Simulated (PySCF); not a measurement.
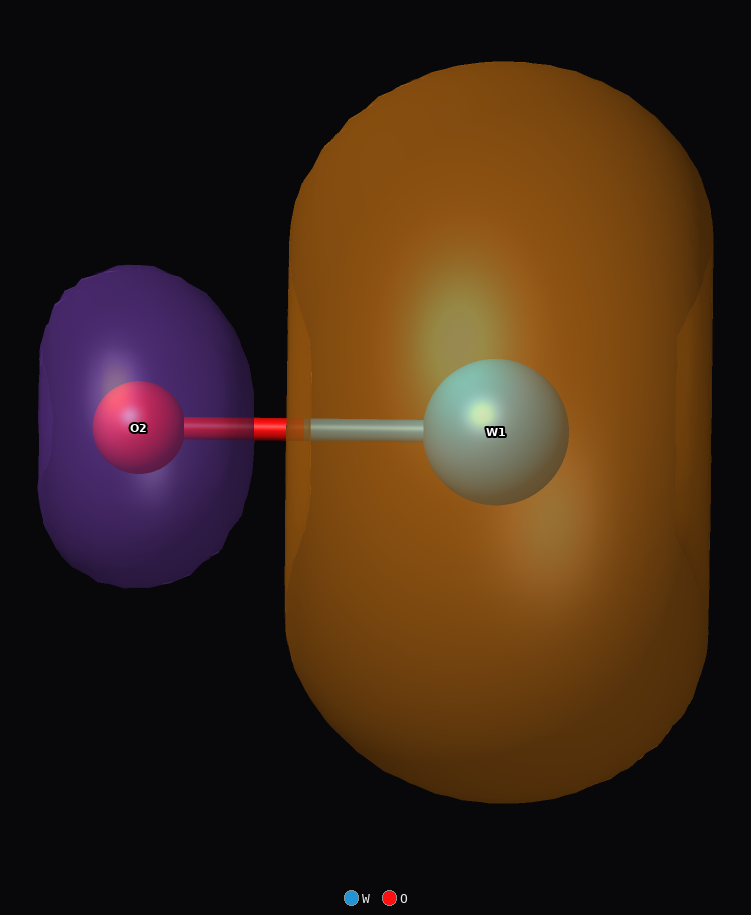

Figure. WO (charge +1, quartet). Isosurfaces of the spin density at +0.05 (orange) and −0.05 e/Å³ (purple), seen from one side.

Core potentials replace the inner electrons of W.

Level of theory: PySCF, PBE0/def2-TZVPPD, non-relativistic Hamiltonian with scalar-relativistic core potentials where named, at a bond length of 1.633 Å.

```
atom   x (Å)   y (Å)    z (Å)
   W  0.0000  0.0000  -0.1306
   O  0.0000  0.0000   1.5024
```

Describe the spin distribution.

The unpaired spin (3 electrons) lies mostly on W1 (about 3.2), in electrons by Hirshfeld's partition, with opposite, polarisation-induced spin on O2.
